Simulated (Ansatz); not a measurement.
## CCl₂FNOSi: one change and its effect

System: CCl₂FNOSi, SMILES O=C=N[Si](F)(Cl)Cl.
Method of run 1: RKS PBE0-D4/def2-TZVPP (Ansatz 0.2.0).

The geometry comes from this level: PBE0-D4/def2-TZVP. Text and figures count atoms from 1; the logs count them from 0 in places.

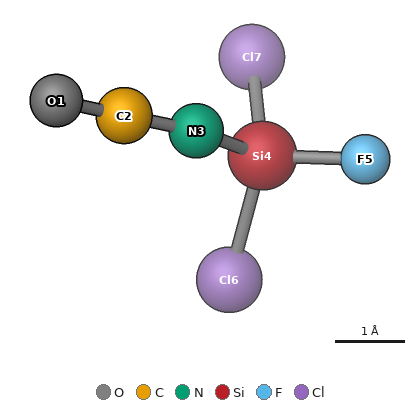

Figure 1. The structure as given in the input (ball-and-stick view, seen at a tilt; atoms are numbered from 1 in the order of the input).

**Input, run 1**
```yaml
crystal:
  periodic: [false, false, false]
  atoms:
    - {symbol: O, position_ang: [-0.356868, -2.988314, 0.059193]}
    - {symbol: C, position_ang: [-0.320854, -1.845932, -0.124981]}
    - {symbol: N, position_ang: [-0.313944, -0.669905, -0.360567]}
    - {symbol: Si, position_ang: [0.107249, 0.924925, -0.053153]}
    - {symbol: F, position_ang: [-0.505083, 1.807939, -1.201732]}
    - {symbol: Cl, position_ang: [-0.659245, 1.545812, 1.705115]}
    - {symbol: Cl, position_ang: [2.109845, 1.157375, -0.069573]}
basis:
  gaussian: {orbitals: def2-TZVPP}
hamiltonian: {xc: pbe0, dispersion: d4}
output: {orbitals: {seedname: orbitals}}
```

Hardware: 4 CPU threads, shared host.

**Output (run 1)**
```
Functional definition: PBE0
  parameter a = 0.25
  parameter kappa = 0.804
  parameter beta = 0.06672455060314922
  exchange = (1 - a)*pbe_x(kappa = kappa, mu = beta*pi^2/3) + a*exact_x
  correlation = pbe_c(beta = beta)
1583 factors; their error is unknown
mean field evaluation 1: about -40198.6625 eV, gradient 6.2e1 eV
mean field evaluation 2: about -40193.9112 eV, gradient 8.1e1 eV
mean field evaluation 4: about -40204.6803 eV, gradient 2.4e0 eV
mean field evaluation 8: about -40204.8020 eV, gradient 2.5e-1 eV
mean field -40204.80202741 eV, -1477.4992227136 hartree, gradient 3.6e-5 eV, S^2 0.000000; 0 other end points of the search recorded, 0 dependent functions left out
reference -40204.80205529 eV, -1477.4992237382 hartree; 39, 39 occupied and 211, 211 virtual orbitals, 1583 factors
Total energy: -40205.02947021 eV, -1477.5075810823 hartree
```

The input of run 2 differs as follows (lines with − go, lines with + come):
```diff
-  gaussian: {orbitals: def2-TZVPP}
+  gaussian: {orbitals: def2-SVP}
```

How does run 2 compare with run 1?

The total energy of run 2 is 472.0 kcal/mol higher, which measures the change of basis and not a stability. The HOMO goes from −9.43 to −9.34 eV. The LUMO goes from −0.34 to −0.12 eV. The basis functions go from 250 to 110.

**Output (run 2)**
```
Functional definition: PBE0
  parameter a = 0.25
  parameter kappa = 0.804
  parameter beta = 0.06672455060314922
  exchange = (1 - a)*pbe_x(kappa = kappa, mu = beta*pi^2/3) + a*exact_x
  correlation = pbe_c(beta = beta)
1024 factors; integrals over basis functions are off by at most 1.2e-3 eV
mean field evaluation 1: about -40179.1067 eV, gradient 5.4e1 eV
mean field evaluation 2: about -40175.1350 eV, gradient 7.2e1 eV
mean field evaluation 4: about -40184.1506 eV, gradient 3.6e0 eV
mean field evaluation 8: about -40184.3332 eV, gradient 5.9e-1 eV
mean field evaluation 16: about -40184.3341 eV, gradient 9.5e-5 eV
mean field -40184.33406181 eV, -1476.7470388516 hartree, gradient 2.2e-5 eV, S^2 0.000000; 0 other end points of the search recorded, 0 dependent functions left out
reference -40184.33408142 eV, -1476.7470395723 hartree; 39, 39 occupied and 71, 71 virtual orbitals, 1024 factors
Total energy: -40184.56149634 eV, -1476.7553969164 hartree
```

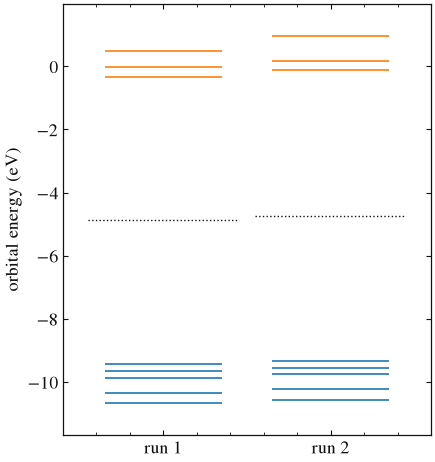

Figure 2. The five highest filled and three lowest empty orbital energies of the two runs; the dotted lines part filled from empty levels. The HOMO–LUMO gap is 9.09 eV in run 1 and 9.22 eV in run 2.

**The two runs side by side**

| quantity | run 1 | run 2 |
| --- | --- | --- |
| outcome | converged | converged |
| total energy (hartree) | −1477.507581 | −1476.755397 |
| HOMO (eV) | −9.43 | −9.34 |
| LUMO (eV) | −0.34 | −0.12 |
| basis functions | 250 | 110 |
| wall time (shared host) | 4.7 s | 1.4 s |
